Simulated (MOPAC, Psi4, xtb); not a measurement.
Approach curve of the dimer H4Ge ··· CH5N (SMILES [GeH4] and CN). Monomers: optimised at B3LYP-D3(BJ) (def2-TZVP), held rigid. Orientation: a higher rigid-body minimum at GFN2-xTB. The monomers approach along the line of their centres of mass (distance R); nothing else relaxes.

Geometry at R = 3.63 Å (first 5 atoms: monomer A):
```
12

Ge     0.0000     0.0000     0.0000
H     -0.9287    -0.0131     1.2233
H      0.1707     1.4429    -0.4978
H      1.3705    -0.5720     0.3916
H     -0.6126    -0.8578    -1.1170
C      3.1724     0.9717    -2.0786
N      2.2219     0.0974    -2.7645
H      2.8925     1.2545    -1.0544
H      3.2984     1.8887    -2.6565
H      4.1459     0.4805    -2.0362
H      1.3114     0.5366    -2.8278
H      2.0967    -0.7679    -2.2532
```

Levels of theory: PM7, restricted, heats of formation (MOPAC); SCS-MP2/aug-cc-pVDZ = DF-SCS-MP2/aug-cc-pVDZ, frozen core, counterpoise-corrected in Psi4; HF/aug-cc-pVDZ, counterpoise-corrected (Psi4); AM1, restricted, heats of formation (MOPAC); GFN1-xTB (xtb).

Interaction energies in kJ/mol (negative: bound); R is the distance of the centres of mass, d the H3···H11 distance.

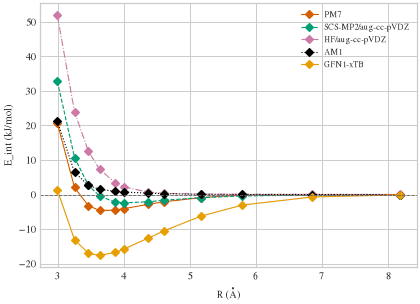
Interaction energy against separation.

```json
[
 {"R / Å": "2.99", "d / Å": "2.25", "PM7": "20.61", "SCS-MP2/aug-cc-pVDZ": "32.79", "HF/aug-cc-pVDZ": "51.86", "AM1": "21.17", "GFN1-xTB": "1.29"},
 {"R / Å": "3.25", "d / Å": "2.45", "PM7": "2.04", "SCS-MP2/aug-cc-pVDZ": "10.68", "HF/aug-cc-pVDZ": "23.91", "AM1": "6.43", "GFN1-xTB": "-13.12"},
 {"R / Å": "3.46", "d / Å": "2.61", "PM7": "-3.27", "SCS-MP2/aug-cc-pVDZ": "2.65", "HF/aug-cc-pVDZ": "12.49", "AM1": "2.63", "GFN1-xTB": "-17.01"},
 {"R / Å": "3.63", "d / Å": "2.75", "PM7": "-4.60", "SCS-MP2/aug-cc-pVDZ": "-0.47", "HF/aug-cc-pVDZ": "7.29", "AM1": "1.49", "GFN1-xTB": "-17.65"},
 {"R / Å": "3.86", "d / Å": "2.94", "PM7": "-4.55", "SCS-MP2/aug-cc-pVDZ": "-2.15", "HF/aug-cc-pVDZ": "3.47", "AM1": "0.90", "GFN1-xTB": "-16.78"},
 {"R / Å": "4.00", "d / Å": "3.06", "PM7": "-4.12", "SCS-MP2/aug-cc-pVDZ": "-2.41", "HF/aug-cc-pVDZ": "2.21", "AM1": "0.72", "GFN1-xTB": "-15.77"},
 {"R / Å": "4.36", "d / Å": "3.37", "PM7": "-2.84", "SCS-MP2/aug-cc-pVDZ": "-2.11", "HF/aug-cc-pVDZ": "0.71", "AM1": "0.39", "GFN1-xTB": "-12.67"},
 {"R / Å": "4.61", "d / Å": "3.59", "PM7": "-2.10", "SCS-MP2/aug-cc-pVDZ": "-1.67", "HF/aug-cc-pVDZ": "0.35", "AM1": "0.24", "GFN1-xTB": "-10.48"},
 {"R / Å": "5.16", "d / Å": "4.10", "PM7": "-0.92", "SCS-MP2/aug-cc-pVDZ": "-0.89", "HF/aug-cc-pVDZ": "0.12", "AM1": "0.07", "GFN1-xTB": "-6.30"},
 {"R / Å": "5.79", "d / Å": "4.68", "PM7": "-0.15", "SCS-MP2/aug-cc-pVDZ": "-0.42", "HF/aug-cc-pVDZ": "0.06", "AM1": "0.01", "GFN1-xTB": "-3.05"},
 {"R / Å": "6.85", "d / Å": "5.69", "PM7": "-0.01", "SCS-MP2/aug-cc-pVDZ": "-0.13", "HF/aug-cc-pVDZ": "0.04", "AM1": "-0.01", "GFN1-xTB": "-0.72"},
 {"R / Å": "8.17", "d / Å": "6.97", "PM7": "-0.06", "SCS-MP2/aug-cc-pVDZ": "-0.04", "HF/aug-cc-pVDZ": "0.02", "AM1": "0.00", "GFN1-xTB": "-0.10"}
]
```

Lowest grid point: PM7 -4.60 kJ/mol at R = 3.63 Å; SCS-MP2/aug-cc-pVDZ -2.41 kJ/mol at R = 4.00 Å; HF/aug-cc-pVDZ 0.02 kJ/mol at R = 8.17 Å; AM1 -0.01 kJ/mol at R = 6.85 Å; GFN1-xTB -17.65 kJ/mol at R = 3.63 Å.
